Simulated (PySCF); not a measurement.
**GaH2OF (SMILES [OH][GaH][F]): CAM-B3LYP/ANO-RCC-MB (sfX2C)**

Aim: the vertical ionisation energy of GaH2OF at CAM-B3LYP/ANO-RCC-MB (sfX2C), from 2 runs. 

The results are computed with PySCF 2.14.0.

2 further runs of the same task are left out: 2 that didn't finish.

### 1 The system as given

GaH2OF has 5 atoms, charge 0, and is taken as a singlet. As SMILES, `[OH][GaH][F]`. The coordinates come from a PBE0-D4/def2-TZVP relaxation. This is one conformer, not always the lowest.

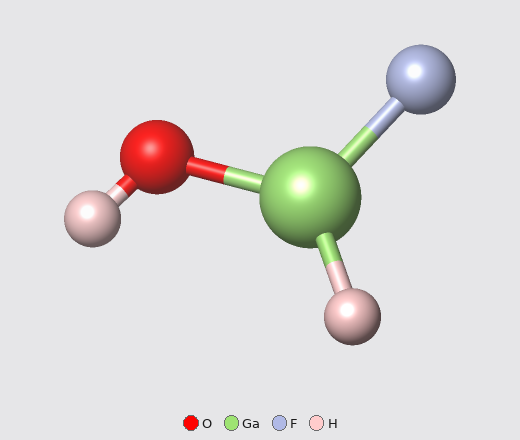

Viewed from a chosen angle; oxygen red, gallium green, fluorine light blue, hydrogen pink.

### 2 The energy at CAM-B3LYP/ANO-RCC-MB (sfX2C)

run.py reads:

```python
# [OH][GaH][F]
from pyscf import gto, dft

mol = gto.Mole()
mol.atom = '''
O     -2.136146    -1.112482    -0.536304
Ga     0.725088     0.530068     0.029480
F      0.828267     3.359555    -1.665227
H     -2.287702    -2.684734     0.353757
H      2.964980    -0.231680     1.740249
'''
mol.charge = 0
mol.max_memory = 1860
mol.spin = 0
mol.unit = 'bohr'
mol.basis = 'ano-rcc-mb'
mol.verbose = 4
mol.build()

ks = dft.RKS(mol)
ks.xc = 'cam-b3lyp'
ks = ks.x2c()
ks.grids.level = 4
ks.conv_tol = 1e-10
ks.kernel()
if not ks.converged:
    ks = ks.newton().run(ks.mo_coeff, ks.mo_occ)

e_tot = ks.e_tot
print('Final energy', e_tot)
```

Launch:

```console
$ OMP_NUM_THREADS=1 python run.py
```

What it wrote:

```text
PySCF version 2.14.0

[INPUT] num. atoms = 5
[INPUT] num. electrons = 50
[INPUT] charge = 0
[INPUT] spin (= nelec alpha-beta = 2S) = 0
[INPUT] symmetry False subgroup None
[INPUT] Mole.unit = bohr
[INPUT] Symbol           X                Y                Z      unit          X                Y                Z       unit  Magmom
[INPUT]  1 O     -1.130399782398  -0.588700121959  -0.283799854925 AA   -2.136146000000  -1.112482000000  -0.536304000000 Bohr   0.0
[INPUT]  2 Ga     0.383700045512   0.280499905838   0.015600144178 AA    0.725088000000   0.530068000000   0.029480000000 Bohr   0.0
[INPUT]  3 F      0.438300020957   1.777799944832  -0.881200179409 AA    0.828267000000   3.359555000000  -1.665227000000 Bohr   0.0
[INPUT]  4 H     -1.210599763776  -1.420700050182   0.187200142603 AA   -2.287702000000  -2.684734000000   0.353757000000 Bohr   0.0
[INPUT]  5 H      1.568999846834  -0.122599776226   0.920900112126 AA    2.964980000000  -0.231680000000   1.740249000000 Bohr   0.0

nuclear repulsion = 198.33910296204
number of shells = 9
number of NR pGTOs = 224
number of NR cGTOs = 30
basis = ano-rcc-mb
ecp = {}

******** <class 'pyscf.x2c.sfx2c1e.sfX2C1eRKS'> ********
method = sfX2C1eRKS
initial guess = minao
damping factor = 0
level_shift factor = 0
DIIS = <class 'pyscf.scf.diis.CDIIS'>
diis_start_cycle = 1
diis_space = 8
diis_damp = 0
SCF conv_tol = 1e-10
SCF conv_tol_grad = None
SCF max_cycles = 50
direct_scf = True
direct_scf_tol = 1e-13
XC library pyscf.dft.libxc version 7.0.0
    S. Lehtola, C. Steigemann, M. J.T. Oliveira, and M. A.L. Marques.,  SoftwareX 7, 1–5 (2018)
XC functionals = cam-b3lyp
    T. Yanai, D. P. Tew, and N. C. Handy.,  Chem. Phys. Lett. 393, 51 (2004)
radial grids:
    Treutler-Ahlrichs [JCP 102, 346 (1995); DOI:10.1063/1.469408] (M4) radial grids

becke partition: Becke, JCP 88, 2547 (1988); DOI:10.1063/1.454033
pruning grids: <function nwchem_prune>
grids dens level: 4
symmetrized grids: False
atomic radii adjust function: <function treutler_atomic_radii_adjust>
small_rho_cutoff = 0

******** <class 'pyscf.x2c.sfx2c1e.SpinFreeX2CHelper'> ********
approx = 1e
xuncontract = 1
Set gradient conv threshold to 1e-05
Initial guess from minao.
tot grids = 118896
init E= -2120.47632333924
  HOMO = -0.392772668443196  LUMO = -0.0222277908653676  gap/eV = 10.08304
cycle= 1 E= -2120.19391199058  delta_E= 0.282  |g|= 0.552  |ddm|= 2.53
  HOMO = -0.219085647587046  LUMO = 0.0117126462392846  gap/eV = 6.28034
cycle= 2 E= -2120.16658901488  delta_E= 0.0273  |g|= 0.725  |ddm|= 2.12
  HOMO = -0.371970041471279  LUMO = -0.0175026322196911  gap/eV = 9.64555
cycle= 3 E= -2120.34155906068  delta_E= -0.175  |g|= 0.061  |ddm|= 1.08
  HOMO = -0.38536958955742  LUMO = -0.016342110840933  gap/eV = 10.04175
cycle= 4 E= -2120.34274050318  delta_E= -0.00118  |g|= 0.0316  |ddm|= 0.156
  HOMO = -0.390552558327562  LUMO = -0.0161275991585025  gap/eV = 10.18862
cycle= 5 E= -2120.34314735572  delta_E= -0.000407  |g|= 0.00189  |ddm|= 0.0553
  HOMO = -0.390539965085359  LUMO = -0.0161505725956869  gap/eV = 10.18765
cycle= 6 E= -2120.34314991505  delta_E= -2.56e-06  |g|= 0.000269  |ddm|= 0.00642
  HOMO = -0.390482338424423  LUMO = -0.0161224726368265  gap/eV = 10.18685
cycle= 7 E= -2120.34314997527  delta_E= -6.02e-08  |g|= 6.08e-05  |ddm|= 0.000851
  HOMO = -0.390467529773876  LUMO = -0.0161289232526222  gap/eV = 10.18627
cycle= 8 E= -2120.34314997974  delta_E= -4.47e-09  |g|= 9.25e-06  |ddm|= 0.000277
  HOMO = -0.390468332097982  LUMO = -0.0161264346795158  gap/eV = 10.18636
cycle= 9 E= -2120.34314997983  delta_E= -8.59e-11  |g|= 9.76e-07  |ddm|= 3.76e-05
  HOMO = -0.390468114473478  LUMO = -0.0161265328134058  gap/eV = 10.18635
Extra cycle  E= -2120.34314997983  delta_E= -1.36e-12  |g|= 4.03e-07  |ddm|= 3.81e-06
converged SCF energy = -2120.34314997983
Final energy -2120.343149979828
```

Run time: 33 s. Hardware: 1 thread of Arm Neoverse V1, shared host; peak memory 0.24 GiB.

### 3 The doublet cation, same level

input.py reads:

```python
from pyscf import gto, dft

molecule = gto.M(
    atom='''
O     -2.136146    -1.112482    -0.536304
Ga     0.725088     0.530068     0.029480
F      0.828267     3.359555    -1.665227
H     -2.287702    -2.684734     0.353757
H      2.964980    -0.231680     1.740249
''',
    verbose=4,
    spin=1,
    charge=1,
    unit='bohr',
    max_memory=1860,
    basis='ano-rcc-mb',
)

mf = dft.UKS(molecule, xc='cam-b3lyp')
mf = mf.x2c()
mf.conv_tol = 1e-10
mf.grids.level = 4
mf.kernel()
if not mf.converged:
    mf = mf.newton().run(mf.mo_coeff, mf.mo_occ)

etot = mf.e_tot
print(f'total energy: {etot:.8f} hartree')
```

Launch:

```console
$ OMP_NUM_THREADS=1 python input.py
```

What it wrote:

```text
PySCF version 2.14.0

[INPUT] num. atoms = 5
[INPUT] num. electrons = 49
[INPUT] charge = 1
[INPUT] spin (= nelec alpha-beta = 2S) = 1
[INPUT] symmetry False subgroup None
[INPUT] Mole.unit = bohr
[INPUT] Symbol           X                Y                Z      unit          X                Y                Z       unit  Magmom
[INPUT]  1 O     -1.130399782398  -0.588700121959  -0.283799854925 AA   -2.136146000000  -1.112482000000  -0.536304000000 Bohr   0.0
[INPUT]  2 Ga     0.383700045512   0.280499905838   0.015600144178 AA    0.725088000000   0.530068000000   0.029480000000 Bohr   0.0
[INPUT]  3 F      0.438300020957   1.777799944832  -0.881200179409 AA    0.828267000000   3.359555000000  -1.665227000000 Bohr   0.0
[INPUT]  4 H     -1.210599763776  -1.420700050182   0.187200142603 AA   -2.287702000000  -2.684734000000   0.353757000000 Bohr   0.0
[INPUT]  5 H      1.568999846834  -0.122599776226   0.920900112126 AA    2.964980000000  -0.231680000000   1.740249000000 Bohr   0.0

nuclear repulsion = 198.33910296204
number of shells = 9
number of NR pGTOs = 224
number of NR cGTOs = 30
basis = ano-rcc-mb
ecp = {}

[... 103 lines left out ...]
converged SCF energy = -2119.89110381741  <S^2> = 0.77105968  2S+1 = 2.02095
total energy: -2119.89110382 hartree
```

Run time: 56 s. Hardware: 1 thread of Arm Neoverse V1, shared host; peak memory 0.24 GiB.

### 4 Results

Level: CAM-B3LYP/ANO-RCC-MB (sfX2C).

```
                                          quantity           value
                      singlet GaH2OF: total energy  -2120.34315 Eh
                     singlet GaH2OF: dipole moment          3.31 D
                       singlet GaH2OF: HOMO energy       -10.63 eV
                       singlet GaH2OF: LUMO energy        -0.44 eV
                     singlet GaH2OF: HOMO–LUMO gap        10.19 eV
                      doublet cation: total energy  -2119.89110 Eh
doublet cation: HOMO energy (highest over α and β)       -18.37 eV
 doublet cation: LUMO energy (lowest over α and β)       -13.99 eV
                              doublet cation: ⟨S²⟩           0.771
vertical ionisation energy (to the doublet cation)       12.301 eV
```

**Reading.** The vertical ionisation energy comes to 12.30 eV (284 kcal/mol). −ε(HOMO) before ionisation, 10.63 eV, is 1.68 eV below this ionisation energy. In a minimal basis such a difference can be off by several eV, whatever the method. Mulliken charges (singlet GaH2OF) run from -0.77 on O1 to +0.99 on Ga2. Mulliken charges (doublet cation) run from -0.56 on O1 to +1.31 on Ga2; they depend strongly on the basis.
